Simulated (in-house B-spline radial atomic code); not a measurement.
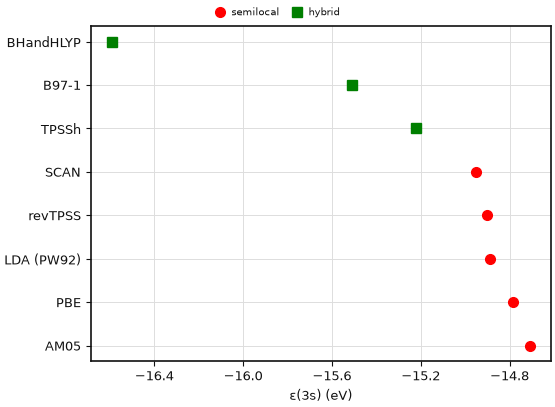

The aluminium ion Al⁺ in the configuration [Ne] 3s2. All runs are non-relativistic, spin-polarised and spherical, computed with an in-house B-spline radial code. The plot shows the eigenvalue (eV) of the 3s orbital by 8 methods.

How much do the methods differ, and in which order?

Answer. The deepest is BHandHLYP (−16.6) and the shallowest AM05 (−14.7), a spread of 1.89 eV. In order (eV): BHandHLYP (−16.6), B97-1 (−15.5), TPSSh (−15.2), SCAN (−15.0), revTPSS (−14.9), LDA (PW92) (−14.9), PBE (−14.8), AM05 (−14.7). On the whole, exact exchange removes self-interaction and deepens occupied levels. The measured ionisation energy (NIST) is 18.8 eV, and minus the eigenvalue comes closest to it for BHandHLYP.
